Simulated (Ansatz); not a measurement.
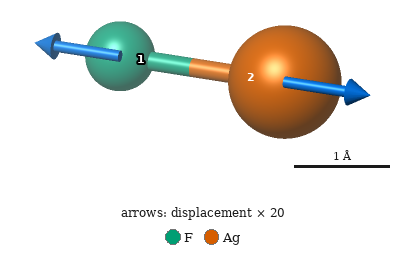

A relaxation of AgF (coarse preliminary run). The starting structure is drawn; blue arrows show the displacements, magnified 20 times. The two geometries are superimposed by the best rigid fit.

A ball-and-stick model, seen at a tilt.

The start comes from a force field.

Level of theory: Ansatz, RKS PBE-D4/def2-SVP.

Input file:
```yaml
crystal:
  periodic: [false, false, false]
  atoms:
    - {symbol: F, position_ang: [0.815300, -0.318200, 0.403200]}
    - {symbol: Ag, position_ang: [-0.785800, 0.258000, -0.399100]}
basis:
  gaussian: {orbitals: def2-SVP}
hamiltonian: {xc: pbe, dispersion: d4}
relax: {f_tol: 0.03, max_steps: 200}
```

**Describe the change and its energy.**

After 3 geometry steps the energy has fallen by 2.06 kcal/mol. The largest force component goes from 1.7 to 0.00063 eV/Å. The largest moves after the best rigid fit, 0.049 Å, are those of F1 and Ag2. Largest moves by element: F 0.049 Å, Ag 0.049 Å. Near-neighbour distances that change, for instance: F1–Ag2 1.881 → 1.979 Å.
